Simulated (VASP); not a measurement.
Band structure of RuN (space group F-43m). Computed with LDA (Ceperley-Alder, Perdew-Zunger), VASP's LDA PAW potentials (set 64) (plane waves; VASP).

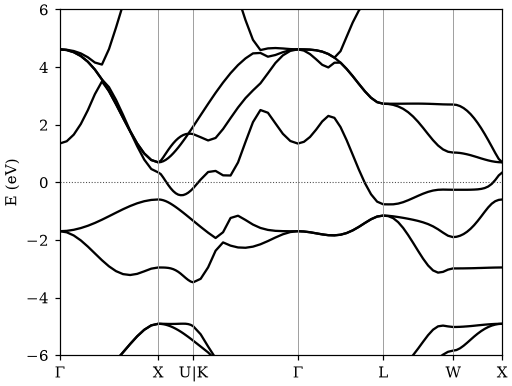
Fig. 1. Bands along high-symmetry lines, zero at the valence-band maximum or, without a gap, the Fermi level

Task: Read the plot: is there a gap, and where are the band edges?

Result: It has no gap at this level: it comes out as a metal or semimetal. (Edges off the drawn lines would not show.)

The structure comes from a computed database's RuN entry (F-43m); how it stands against other phases isn't given here. It was relaxed first, which changed the volume by -6 %. The electron count is odd and the run is not spin-polarised, which forces a metal.
